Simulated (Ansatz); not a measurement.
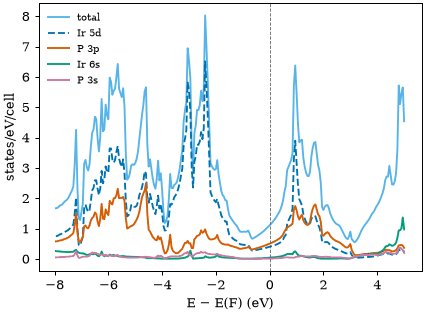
Figure. Total and projected density of states of RbP₂Ir₂ in space group I4/mmm (No. 139; Rb on 2a, P on 4e, Ir on 4d), DFT-r²SCAN in the program Ansatz with PAW potentials

Problem. Which orbitals carry the states next to the Fermi level?

Solution. Within 0.5 eV of the Fermi level: P 3p 45 %, Ir 5d 36 %, outside the projected shells 12 %. Projections are on Löwdin-orthogonalised atomic valence shells; empty p or d shells of many metals are not among them.

Problem. Where is the tallest occupied peak in this window, and what makes it?

Solution. Near -2.4 eV, about 8.0 states/eV per cell; the largest projected share is Ir 5d.

The workflow started from a Materials Project entry (that database holds measured and hypothetical structures alike); the Crystallography Open Database copy checked does not list it. Whether it is the stable phase at ambient conditions was not checked. The r²SCAN relaxation kept the symmetry of its start; its stability against distortions is not shown here. No spin polarisation was allowed. Scalar-relativistic: spin–orbit coupling is off unless named, which matters more the heavier the elements.

Potentials: the later of the program's two PAW sets.
